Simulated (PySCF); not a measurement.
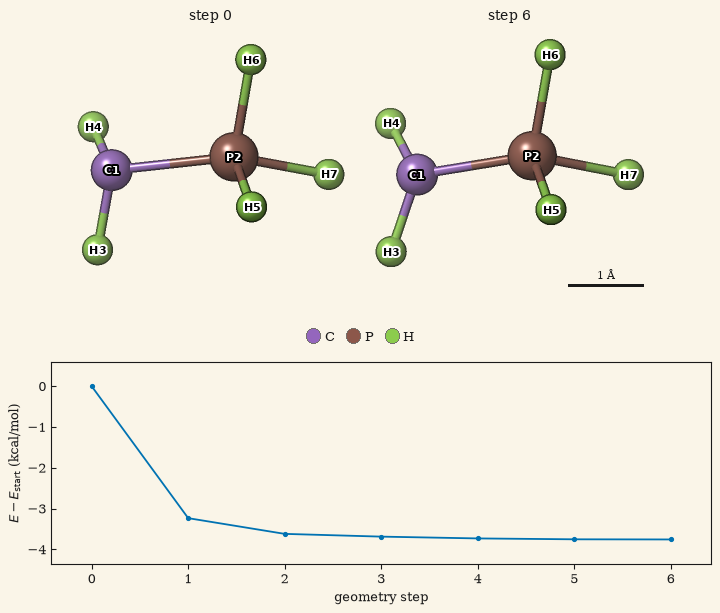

First and last geometry of a relaxation of CH5P, with the history of the run. A ball-and-stick model, seen at a tilt.

The start comes from GFN2-xTB. Its atoms were then displaced at random by about 0.01 Å.

Level of theory: PySCF, PBE0-D3(BJ)/def2-SVP geometry optimisation, gas phase. 

**What do the curves and the structures tell?**

It converged. The energy falls by 3.75 kcal/mol in 6 geometry steps. C1 moves most after the best rigid fit: 0.13 Å. Largest moves by element: C 0.13 Å, H 0.08 Å, P 0.04 Å. Near-neighbour distances that change, for instance: C1–P2 1.718 → 1.671 Å, P2–H7 1.414 → 1.461 Å, P2–H6 1.374 → 1.419 Å, P2–H5 1.376 → 1.418 Å. Among the angles between lasting bonds that change: P2–C1–H3 107.8° → 117.1°, C1–P2–H7 137.0° → 129.7°, H3–C1–H4 112.4° → 117.2°. The run took 8 s on 1 thread of Arm Neoverse N1 (shared host).
